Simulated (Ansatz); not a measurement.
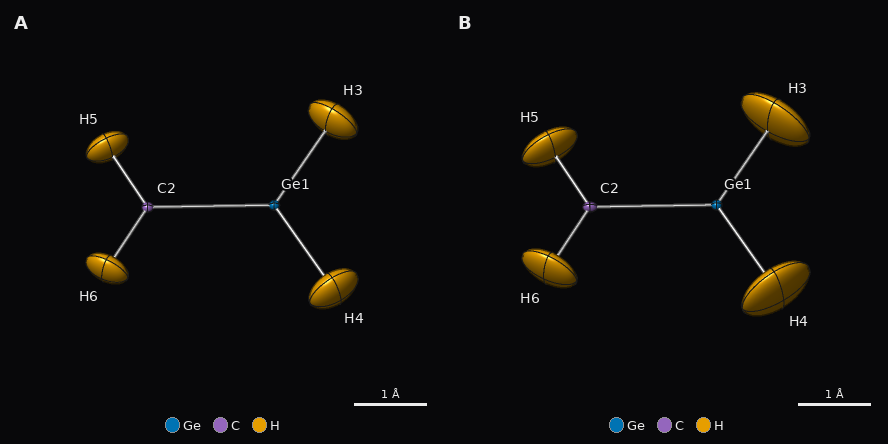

Displacement ellipsoids at the 50 % level, scaled by 1.5, from the internal vibrations of the free molecule (harmonic, no overall translation or rotation; no half-axis is drawn under 0.075 Å). Vibrations computed with RKS PBE0-D4/def2-TZVP (Ansatz 0.2.0). One panel is for 298 K, the other for 900 K.

Which panel is for 900 K?

B.

How much does the mean-square displacement of H4 grow, and why?

U_eq goes from 0.0211 to 0.0428 Å², a factor of 2.0. Modes below kT (626 cm⁻¹ at 900 K) grow about in proportion to T, and the lowest lies at 393 cm⁻¹; the mean-square amplitude of a mode is its zero-point value times coth(ħω/2kT), which comes close to 1 only above about 3kT.
